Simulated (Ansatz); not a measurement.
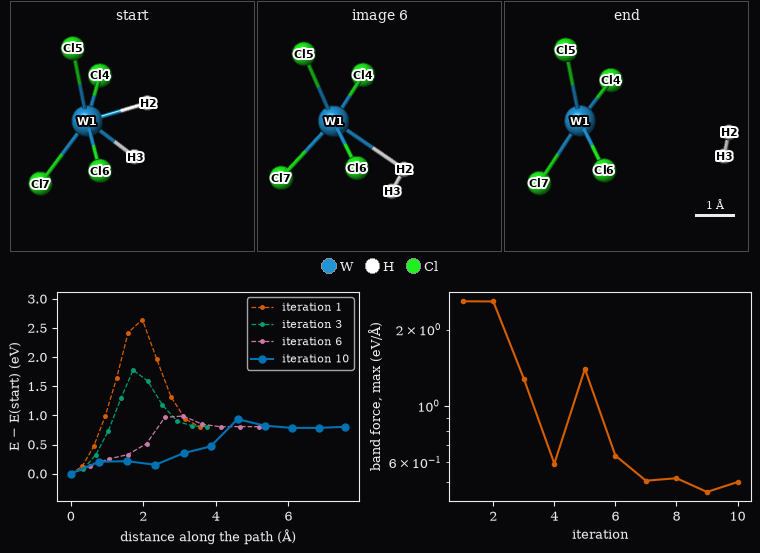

NEB run on WH$_{2}$Cl$_{4}$. Images are numbered from 0 (start) to 10 (end). The plot follows the band through its iterations. A ball-and-stick model, seen from a free direction.

All numbers below come from Ansatz, RKS PBE-D4/def2-SVP. Run with 9 movable images; climbing image; force threshold 0.05 eV/Å; iteration limit 10; starting path through a guess of the saddle point.

### Did the band converge, and can the barrier be trusted?

The result isn't final. The band hadn't converged when the run stopped after 10 iterations. The largest component of the band force went from 2.6 to 0.5 eV/Å. The barrier read from it is provisional, though the highest image hardly moved in the last two iterations. The iteration limit was low. The first iteration put the highest image at 2.65 eV. The energy climbs by 0.94 eV to image 6 and then falls by 0.13 eV, so the end point sits at +0.81 eV. The profile has 2 maxima (images 2, 6) with a dip at image 3 (+0.15 eV), which on an unconverged band is provisional.
